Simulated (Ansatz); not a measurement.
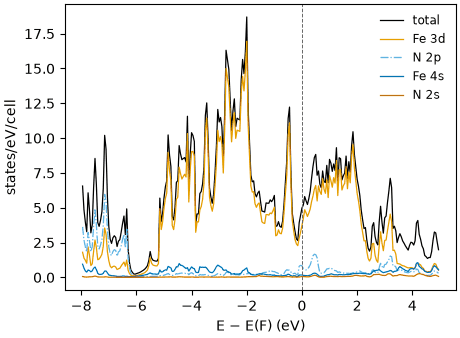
Figure: Total and projected density of states of Fe3N in space group P6_322 (No. 182; Fe on 6g, N on 2d), r²SCAN in the plane-wave PAW code Ansatz

Task: Which orbitals carry the states next to the Fermi level?

Result: Within 0.5 eV of the Fermi level: Fe 3d 82 %, N 2p 12 %. Projections are on Löwdin-orthogonalised atomic valence shells; empty p or d shells of many metals are not among them.

Task: Where is the tallest occupied peak in this window, and what makes it?

Result: Near -2.0 eV, about 19 states/eV per cell; the largest projected share is Fe 3d.

The workflow started from a Materials Project entry (that database holds measured and hypothetical structures alike); the Crystallography Open Database files this formula in space group No. 182, but the cells were not matched. Its standing as an ambient phase is unchecked. Symmetry was held in the r²SCAN relaxation; its stability against distortions is not shown here. The final state is ferromagnetic, chosen from 5 collinear starts compared on coarse meshes (ties went to the first, and starts can fall back to one state), not a proven ground state. Other orbital occupations within this spin state were not tried. No Hubbard U is applied.

Potentials: the later of the program's two PAW sets.
